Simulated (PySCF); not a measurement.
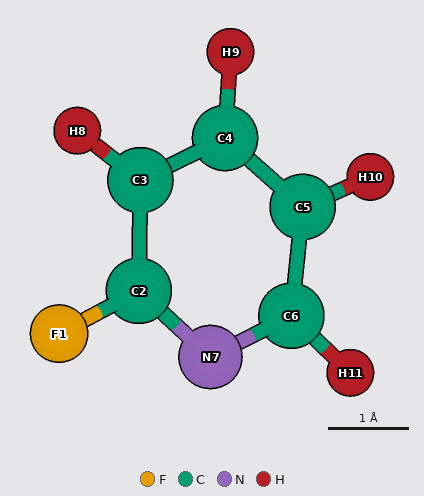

The structure as given in the input (ball-and-stick view, seen at a tilt; atoms are numbered from 1 in the order of the input).

# C5H4FN: one change and its effect

System: C5H4FN (2-fluoropyridine).
Method of the first run: GIAO PBE0/STO-3G NMR shielding, non-relativistic, gas phase (PySCF 2.14.0).

The geometry comes from this level: PBE0-D3(BJ)/def2-SVP. Text and figures count atoms from 1; the logs count them from 0 in places.

The input, the first run:
```
{"job": {"kind": "nmr", "xc": "PBE0", "basis": "STO-3G", "pop": true}, "charge": 0, "multiplicity": 1}
F     -1.930746    -1.718320    -0.054841
C     -0.890151    -0.897007    -0.044456
C     -1.129583     0.477965    -0.070862
C     -0.016954     1.309237    -0.059189
C      1.258080     0.741088    -0.022718
C      1.354772    -0.646779     0.000803
N      0.292815    -1.453544    -0.009973
H     -2.151301     0.859027    -0.099202
H     -0.143425     2.394486    -0.078639
H      2.156574     1.360381    -0.012700
H      2.334694    -1.136061     0.029676
```

The first line tells a small driver script what to run in PySCF; the rest is the geometry in Å.

Hardware: 1 CPU thread, shared host.

Output (the first run):
```
coarse grid: 10064 points
cycle   1  E = -342.5961257455  dE =  1.539e+00  |g| = 5.028e-01  |ddm| = 4.890e+00
cycle   2  E = -342.5730942463  dE =  2.303e-02  |g| = 6.137e-01  |ddm| = 1.380e+00
cycle   3  E = -342.6804118509  dE = -1.073e-01  |g| = 5.304e-02  |ddm| = 7.523e-01
cycle   4  E = -342.6810270454  dE = -6.152e-04  |g| = 3.098e-02  |ddm| = 1.132e-01
cycle   5  E = -342.6813585154  dE = -3.315e-04  |g| = 4.986e-03  |ddm| = 4.945e-02
cycle   6  E = -342.6813666853  dE = -8.170e-06  |g| = 1.555e-03  |ddm| = 8.237e-03
final grid: 100128 points
cycle   7  E = -342.6514519664  dE = -7.918e-06  |g| = 3.533e-03  |ddm| = 1.388e-02
cycle   8  E = -342.6514509591  dE =  1.007e-06  |g| = 4.032e-03  |ddm| = 1.063e-02
cycle   9  E = -342.6514562333  dE = -5.274e-06  |g| = 3.977e-04  |ddm| = 5.849e-03
cycle  10  E = -342.6514562811  dE = -4.779e-08  |g| = 1.395e-04  |ddm| = 6.931e-04
cycle  11  E = -342.6514562871  dE = -6.040e-09  |g| = 2.492e-05  |ddm| = 1.938e-04
cycle  12  E = -342.6514562872  dE = -1.210e-10  |g| = 1.496e-05  |ddm| = 4.744e-05
converged SCF energy = -342.6514562872

GIAO shielding tensors (ppm)
atom      isotropic    diamagn.    paramagn.     s11        s22        s33       span
  0 F      294.301     452.044    -157.743    160.400    244.484    478.020    317.620
  1 C      107.896     258.889    -150.993     64.357     97.242    162.089     97.731
  2 C      135.487     254.911    -119.424     63.410    117.175    225.875    162.465
  3 C      119.181     253.495    -134.313     39.212     95.259    223.074    183.862
  4 C      129.933     254.293    -124.360     49.126    113.319    227.355    178.229
  5 C      113.688     253.341    -139.653     35.030    105.784    200.250    165.220
  6 N       60.672     313.094    -252.422   -226.553     57.429    351.141    577.694
  7 H       25.853      30.640      -4.787     22.225     27.374     27.960      5.735
  8 H       25.351      30.213      -4.862     22.292     26.493     27.268      4.976
  9 H       25.681      30.286      -4.605     22.864     26.781     27.398      4.534
 10 H       24.273      29.622      -5.348     21.287     23.853     27.680      6.393
```

For the second run the input was changed thus:
```diff
-"basis": "STO-3G"
+"basis": "6-311+G(2d,p)"
```

How does the second run compare with the first run?

The total energy of the second run is 2882.9 kcal/mol lower, which measures the change of basis and not a stability. The HOMO goes from −5.16 to −7.64 eV. The LUMO goes from 1.99 to −1.15 eV. The dipole moment goes from 2.16 to 3.29 D. Of all shieldings, the largest change is that of N7, by −103.9 ppm. Diffuse functions give room to the loosely bound empty orbitals, which lowers the LUMO. The SCF takes 14 iterations against 12. The basis functions go from 39 to 213.

Output (the second run):
```
coarse grid: 10064 points
cycle   1  E = -347.1949948039  dE =  1.280e+00  |g| = 5.285e-01  |ddm| = 3.483e+00
cycle   2  E = -347.1567633065  dE =  3.823e-02  |g| = 7.265e-01  |ddm| = 1.044e+00
cycle   3  E = -347.2480059724  dE = -9.124e-02  |g| = 6.882e-02  |ddm| = 5.332e-01
cycle   4  E = -347.2486968095  dE = -6.908e-04  |g| = 4.534e-02  |ddm| = 1.037e-01
cycle   5  E = -347.2492215377  dE = -5.247e-04  |g| = 1.072e-02  |ddm| = 4.070e-02
cycle   6  E = -347.2492480494  dE = -2.651e-05  |g| = 3.493e-03  |ddm| = 1.110e-02
cycle   7  E = -347.2492509524  dE = -2.903e-06  |g| = 6.716e-04  |ddm| = 3.982e-03
final grid: 100128 points
cycle   8  E = -347.2457083471  dE = -4.965e-05  |g| = 6.323e-03  |ddm| = 8.851e-02
cycle   9  E = -347.2457019777  dE =  6.369e-06  |g| = 8.645e-03  |ddm| = 1.557e-02
cycle  10  E = -347.2457174761  dE = -1.550e-05  |g| = 1.347e-03  |ddm| = 8.153e-03
cycle  11  E = -347.2457178059  dE = -3.298e-07  |g| = 3.592e-04  |ddm| = 1.263e-03
cycle  12  E = -347.2457178309  dE = -2.498e-08  |g| = 1.682e-04  |ddm| = 4.592e-04
cycle  13  E = -347.2457178371  dE = -6.215e-09  |g| = 3.383e-05  |ddm| = 1.978e-04
cycle  14  E = -347.2457178374  dE = -2.643e-10  |g| = 7.062e-06  |ddm| = 4.429e-05
converged SCF energy = -347.2457178374

GIAO shielding tensors (ppm)
atom      isotropic    diamagn.    paramagn.     s11        s22        s33       span
  0 F      244.065     474.791    -230.726    143.585    289.586    299.024    155.439
  1 C       17.534     256.531    -238.997    -76.295     47.139     81.758    158.053
  2 C       74.084     255.866    -181.782    -11.337     63.151    170.438    181.775
  3 C       42.877     255.035    -212.158    -69.925     20.404    178.153    248.079
  4 C       63.260     258.265    -195.005    -48.501     59.226    179.056    227.557
  5 C       33.928     260.282    -226.354    -69.310     26.667    144.427    213.737
  6 N      -43.201     314.711    -357.912   -285.965    -97.758    254.121    540.086
  7 H       24.545      29.123      -4.577     21.192     24.491     27.952      6.760
  8 H       23.649      29.143      -5.494     20.990     22.935     27.022      6.031
  9 H       24.290      29.522      -5.232     21.960     23.427     27.484      5.525
 10 H       22.993      30.956      -7.964     19.006     23.235     26.737      7.731
```

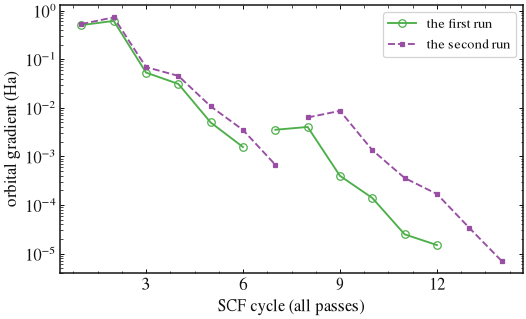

Convergence of the two runs: orbital gradient against the SCF cycle. A break in a curve parts two SCF passes (coarse and final grid). The first run takes 12 cycles in all, and the second run takes 14.

The two runs side by side:

| quantity | the first run | the second run |
| --- | --- | --- |
| outcome | converged | converged |
| total energy (hartree) | −342.651456 | −347.245718 |
| HOMO (eV) | −5.16 | −7.64 |
| LUMO (eV) | 1.99 | −1.15 |
| dipole moment (D) | 2.16 | 3.29 |
| shielding of F1 (ppm) | 294.3 | 244.1 |
| shielding of C2 (ppm) | 107.9 | 17.5 |
| shielding of C3 (ppm) | 135.5 | 74.1 |
| shielding of C4 (ppm) | 119.2 | 42.9 |
| shielding of C5 (ppm) | 129.9 | 63.3 |
| shielding of C6 (ppm) | 113.7 | 33.9 |
| shielding of N7 (ppm) | 60.7 | −43.2 |
| SCF iterations | 12 | 14 |
| basis functions | 39 | 213 |
| wall time (shared host) | 2.9 s | 22 s |
